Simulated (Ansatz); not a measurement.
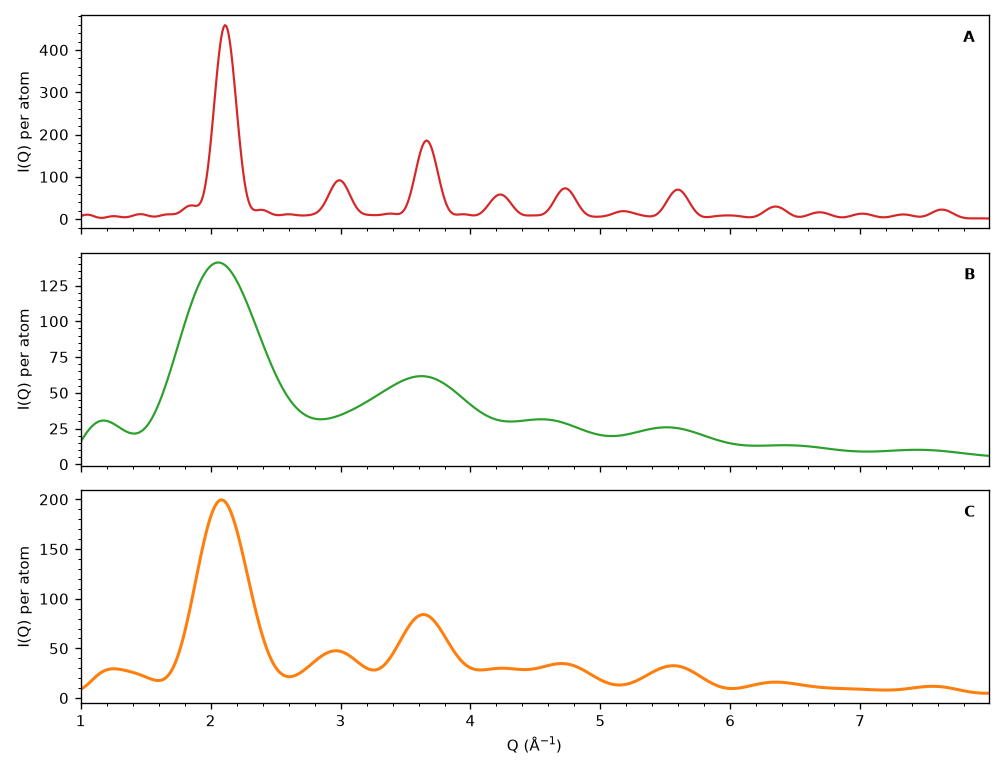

X-ray scattering of spheres cut from the crystal structure of Na (Im-3m, a = 4.197 Å, b = 4.197 Å, c = 4.197 Å, α = 90.00°, β = 90.00°, γ = 90.00°), calculated atom by atom with the Debye equation (B = 0.5 Å², no relaxation of the surface). It is based on the input geometry of an electronic-structure calculation (not necessarily at equilibrium).

**The spheres are 10, 14 and 36 Å across. Which curve is which?**

curve A: 36 Å (645 atoms); curve B: 10 Å (15 atoms); curve C: 14 Å (51 atoms). Peak widths go roughly as 2π/D, so the largest sphere has the sharpest peaks.

**Index the main peaks of the largest sphere.**

Q ≈ 2.11 Å⁻¹: 110; Q ≈ 2.99 Å⁻¹: 200; Q ≈ 3.66 Å⁻¹: 211; Q ≈ 4.23 Å⁻¹: 220; Q ≈ 4.73 Å⁻¹: 310; Q ≈ 5.60 Å⁻¹: 321.
